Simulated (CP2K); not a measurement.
Consider borylacetonitrile at its PBE geometry (Å).

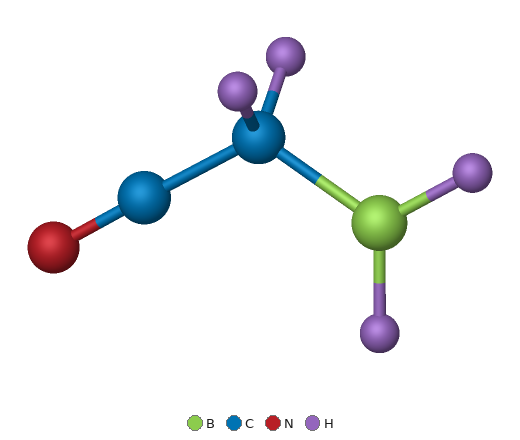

The molecule (boron green, carbon blue, nitrogen red, hydrogen purple).

```xyz
8

B    -1.1209    0.3980   -0.0125
C     0.1833   -0.4740   -0.0620
C     1.4577    0.2052    0.1255
N     2.4674    0.7635    0.2824
H    -1.0886    1.5781    0.1604
H    -2.1636   -0.1698   -0.1549
H     0.0769   -1.2822    0.6861
H     0.1877   -1.0187   -1.0250
```

Method: CP2K XAS_TDP, all-electron GAPW, PBEh(45%), aug-cc-pVDZ, TDA, GW2X-corrected core level, no relativity.

Q: Where do the N K-edge lines lie, and how strong are they?

Leading lines: N4 401.19 eV. The leading line of an atom is its first one with 35 % of the strongest within 2.5 eV of its lowest line over the strength cut. Core ionisation energies at this level: N4 406.07 eV.

The first six lines of each atom with a strength over 0.0015:

| atom | energy (eV) | states | strength, one atom | above the computed threshold |
| --- | --- | --- | --- | --- |
| N4 (bonded to C) | 401.19 | 1 | 0.0537 |  |
|  | 401.42 | 1 | 0.0532 |  |
|  | 406.17 | 1 | 0.0024 | yes |
|  | 407.03 | 1 | 0.0064 | yes |
|  | 407.86 | 1 | 0.0024 | yes |
|  | 408.25 | 1 | 0.0019 | yes |

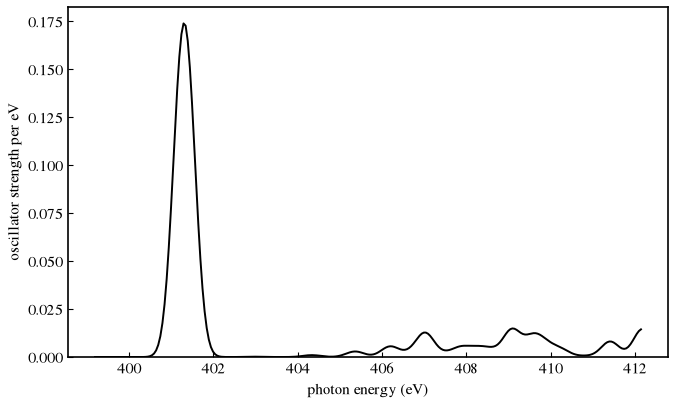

All atoms added, broadened by 0.5 eV.

Lines are vertical, at one geometry, with no vibrational structure. GW2X ionisation energies and lines can be off by 1 to 2 eV either way, and a good line position may hide errors that cancel. These values hold no scalar relativity, about 0.2 eV for N 1s. Rydberg lines, and the discretised continuum above threshold, depend on the basis and the box.

[Banner, clock and machine lines of the logs are left out without a mark of their own.]

[Logs are printed without paths, hosts, clocks, repeated set-up lines and the standing remarks that a program may print on its own settings, such as how far it seeks lower states.]

[Hosts, paths, dates, database ids (printed as entryN), source tags and the programs' standing remarks are cut or masked in the printed files.]
